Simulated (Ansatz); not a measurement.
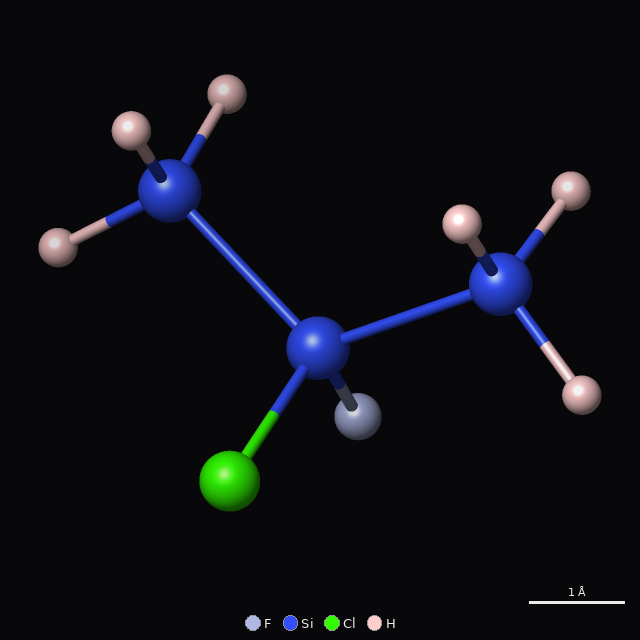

The picture shows a molecular structure as a ball-and-stick model.

Question: What is the molecular formula?

Answer: ClFH₆Si₃, 11 atoms: 1 chlorine, 1 fluorine, 6 hydrogen and 3 silicon.

Question: What is the point group of this geometry?

Answer: Cs.

Question: Give a SMILES string for it.

Answer: F[Si]([SiH3])([SiH3])Cl

The parts below concern this one geometry. Atoms keep their numbers from picture to picture. The geometry was computed by an optimisation with PBE0-D4/def2-TZVP.

**Vibrations**

Harmonic vibrations computed with RKS PBE0-D4/def2-TZVP (Ansatz 0.2.0) at a stationary point of the same level.

Question: How many vibrational modes are there, and where do they lie?

Answer: 27 modes: 84, 85, 94, 107, 127, 195, 228, 352, 420, 487, 501, 529, 556, 582, 850, 856, 892, 927, 932, 933, 936, 2218, 2222, 2233, 2235, 2239, 2240 cm⁻¹.

**Charges**

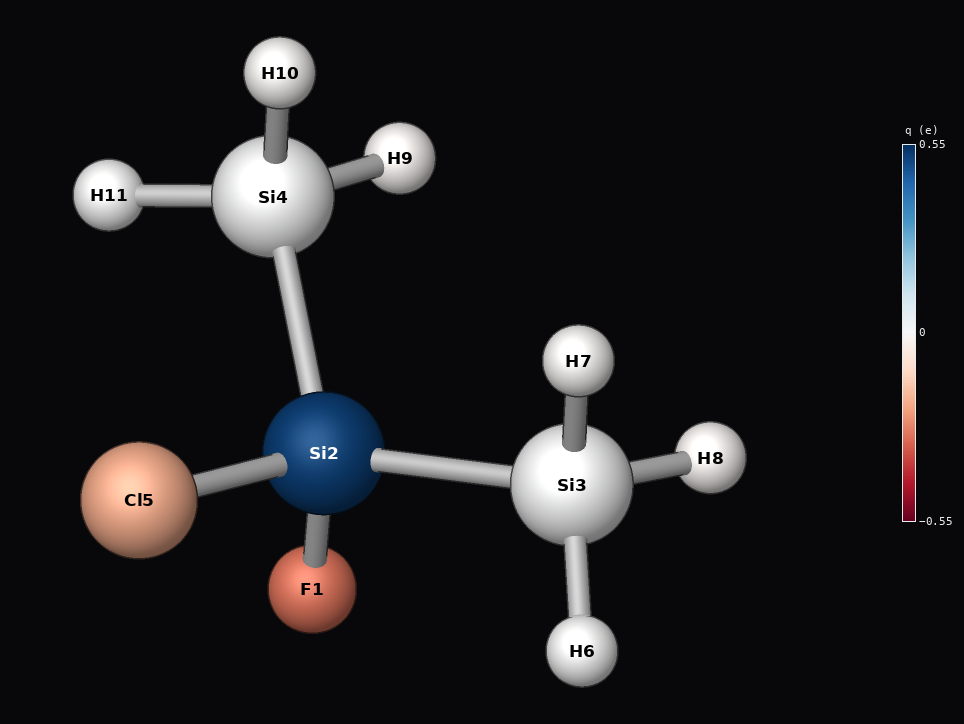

Atoms are coloured by their Mulliken charges. Properties computed with RKS ωB97M-V/def2-TZVPP (Ansatz 0.2.0).

Give the Mulliken charges atom by atom.

| atom | value (e) |
| --- | --- |
| F1 | −0.29 |
| Si2 | 0.52 |
| Si3 | 0.00 |
| Si4 | 0.00 |
| Cl5 | −0.20 |
| H6 | 0.00 |
| H7 | 0.00 |
| H8 | −0.01 |
| H9 | −0.01 |
| H10 | 0.00 |
| H11 | 0.00 |

**Electronic properties**

Properties computed with RKS PBE0-D4/def2-QZVPP (Ansatz 0.2.0).

Question: Give the dispersion correction at this level.

Answer: −26.5 kJ/mol.

Question: Estimate the HOMO–LUMO gap.

Answer: 6.76 eV.

Question: What is the HOMO energy (Kohn–Sham orbital)?

Answer: −7.81 eV.

Mulliken values depend strongly on the basis set and can even reverse the polarity of a bond.
